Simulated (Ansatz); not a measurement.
# B₂Cl+ (triplet): trial inputs and their diagnosis

3 inputs are run for B₂Cl+ (triplet) as typed; the log has to tell whether the result can be used and what must change.

Computed with Ansatz 0.2.0, Gaussian basis. Level: the settings change from run to run.

32 further runs of the same task are left out: 7 for a known fault of the program, 14 that didn't finish, 11 set aside as unsound or not needed.

## Step 1: What is computed

The geometry is a PBE0/def2-TZVP stationary point (not a proven minimum) of the parent state, kept for this charge and spin.

3 atoms, charge 1, spin multiplicity 3.

Atoms are counted from 1 here; the program's logs count them from 0.

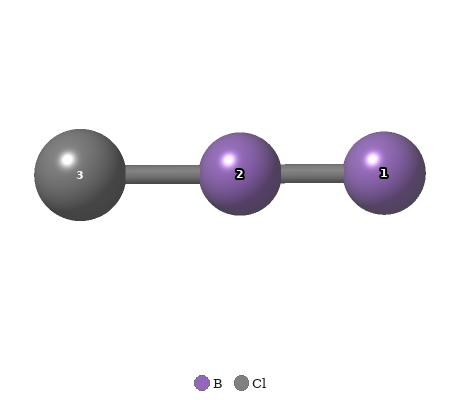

The structure; boron purple, chlorine grey; atoms are numbered from 1 in the order of the file.

## Step 2: Attempt 1

Contents of in.yaml:

```yaml
crystal:
  periodic: [false, false, false]
  atoms:
    - {symbol: B, position_ang: [0.000000, 0.000000, -1.572000]}
    - {symbol: B, position_ang: [0.000000, 0.000000, -0.055600]}
    - {symbol: Cl, position_ang: [0.000000, 0.000000, 1.627600]}
basis:
  gaussian: {orbitals: 6-31G}
total_charge: 1
magnetization: {spin_polarized: false, initial_magnetization: 2}
correlation: {method: fic_mrcisd_q, electrons: outside_noble_gas, active_space: {window: {electrons: 4, orbitals: 4}, states: [{multiplicity: 3, weights: [1, 1]}], root: 2}}
scf: {lower_state_search: off}
```

On the command line:

```bash
$ ansatz run in.yaml --threads 1 --pin off --events-out ev --progress --plain --max-ram 2393MiB
```

Standard output:

```text
Error: the active space averages no state 2, counted from zero
```

It took 0.03 s on 1 thread of AMD EPYC, shared host.

Diagnosis: The run was refused. The root asked for lies beyond the states averaged. Fix: average more states or name a lower root.

## Step 3: Attempt 2

Contents of in.yaml:

```yaml
crystal:
  periodic: [false, false, false]
  atoms:
    - {symbol: B, position_ang: [0.000000, 0.000000, -1.572000]}
    - {symbol: B, position_ang: [0.000000, 0.000000, -0.055600]}
    - {symbol: Cl, position_ang: [0.000000, 0.000000, 1.627600]}
basis:
  gaussian: {orbitals: cc-pVDZ}
total_charge: 1
magnetization: {spin_polarized: false, initial_magnetization: 2}
correlation: {method: sc_nevpt2, electrons: outside_noble_gas, active_space: {window: {electrons: 2, orbitals: 3}}}
accuracy: high
output: {forces: true}
```

Launched as before.

Standard output:

```text
Functional definition: HF
  name "HF"
  cite "Fock, Z. Phys. 61, 126 (1930) doi:10.1007/BF01340294"
  parent pbe
  exchange = exact_x
  correlation = 0
918 factors; integrals over basis functions are off by at most 3.5e-9 eV
mean field evaluation 1: about -13832.7427 eV, gradient 2.1e1 eV
mean field evaluation 2: about -13832.8295 eV, gradient 2.1e1 eV
mean field evaluation 4: about -13835.8088 eV, gradient 3.1e0 eV
mean field evaluation 8: about -13835.9263 eV, gradient 5.2e-1 eV
mean field evaluation 16: about -13835.9305 eV, gradient 1.6e-6 eV
mean field evaluation 32: about -13835.9163 eV, gradient 5.6e-1 eV
mean field -13835.93051764 eV, -508.4610681927 hartree, gradient 3.5e-8 eV, S^2 2.000000; 3 other end points of the search recorded, 0 dependent functions left out
reference -13835.93051764 eV, -508.4610681927 hartree; 14, 12 occupied and 32, 34 virtual orbitals, 918 factors
state -13835.93051764 eV, -508.4610681927 hartree
state -13835.93051764 eV, -508.4610681927 hartree; corrected -13841.83901890 eV, -508.6782016091 hartree
WARN: 1 active orbitals are nearly empty or full. The corrections depend on them more than the energy does, and are more stable in an active space without them
the calculation of the forces begins
Error: an active orbital is full or empty, and SC-NEVPT2 has no forces then: leave it out of the active space
```

Wall time 6 s (1 thread of AMD EPYC, shared host).

What is wrong: The run stopped with an error. It says: «an active orbital is full or empty, and SC-NEVPT2 has no forces then: leave it out of the active space». Cure: drop the forces, or choose an active space whose orbitals are all partly filled.

## Step 4: Attempt 3

Contents of in.yaml:

```yaml
crystal:
  periodic: [false, false, false]
  atoms:
    - {symbol: B, position_ang: [0.000000, 0.000000, -0.831902]}
    - {symbol: B, position_ang: [0.000000, 0.000000, -0.029424]}
    - {symbol: Cl, position_ang: [0.000000, 0.000000, 0.861326]}
basis:
  gaussian: {orbitals: cc-pVDZ}
total_charge: 1
magnetization: {spin_polarized: true, initial_magnetization: 2}
correlation: {method: bccd_t, electrons: outside_noble_gas}
output: {forces: true}
```

The command is unchanged.

Standard output, shortened:

```text
Functional definition: HF
  name "HF"
  cite "Fock, Z. Phys. 61, 126 (1930) doi:10.1007/BF01340294"
  parent pbe
[...]
461 factors; integrals over basis functions are off by at most 3.0e-4 eV
[...]
mean field -13754.39436861 eV, -505.4646699830 hartree, gradient 6.5e-6 eV, S^2 2.041967; 9 other end points of the search recorded, 0 dependent functions left out
determinant -13754.39436861 eV, -505.4646699830 hartree, with singles and doubles -13760.74251647 eV, -505.6979601140 hartree
determinant -13753.33212175 eV, -505.4256331311 hartree, with singles and doubles -13759.63066014 eV, -505.6571001474 hartree
7 core orbitals not correlated: weight in the atoms' cores, before any rotation towards them, 1.000 or more for the frozen orbitals, at most 0.000 for the correlated occupied ones
reference -13754.39436861 eV, -505.4646699830 hartree; 7, 5 occupied and 32, 34 virtual orbitals, 461 factors
second order -5.61795149 eV of doubles, -0.00000000 eV of singles
cycle   1  -6.33866113 eV  change    9.5e-3 eV  update   9.1e-3
[...]
cycle  13  -6.33727210 eV  change    1.1e-7 eV  update   3.4e-7
perturbative correction -0.18496654 eV, -0.0067973949 hartree
[...]
Total energy: -13760.91660725 eV, -505.7043578320 hartree
Atom 0 at     0.000000     0.000000    -0.831902 Å, force    -0.000000     0.000000  -141.743568 eV/Å
Atom 1 at     0.000000     0.000000    -0.029424 Å, force     0.000000     0.000000  -105.209391 eV/Å
Atom 2 at     0.000000     0.000000     0.861326 Å, force    -0.000000     0.000000   246.952959 eV/Å
Dipole moment:     0.000000    -0.000000    -0.446198 e Å
```

Wall time 15 s (1 thread of AMD EPYC, shared host).

**Diagnosis.** The run converged, which proves nothing about the input. The coordinates are scaled by the bohr-ångström factor. The shortest distance is 0.80 Å, against 1.52 Å in the geometry of step 1. Its energy belongs to another geometry. Cure: restore the coordinates in ångström.

## Step 5: Summary

```
attempt                   level                ended                                                                                                   cause    time
      1     MRCISD+Q(4,4)/6-31G              refused                                                      the root asked for lies beyond the states averaged  0.03 s
      2     NEVPT2(2,3)/cc-pVDZ  stopped by an error  an active orbital is full or empty, and SC-NEVPT2 has no forces then: leave it out of the active space     6 s
      3  BCCD(T) on UHF/cc-pVDZ            converged                                                  the coordinates are scaled by the bohr-ångström factor    15 s
```

1 refused, 1 stopped by an error, 1 converged. The input that converges on a wrong geometry or spin is the dangerous one: no error points at it, so geometry and ⟨S²⟩ have to be checked.
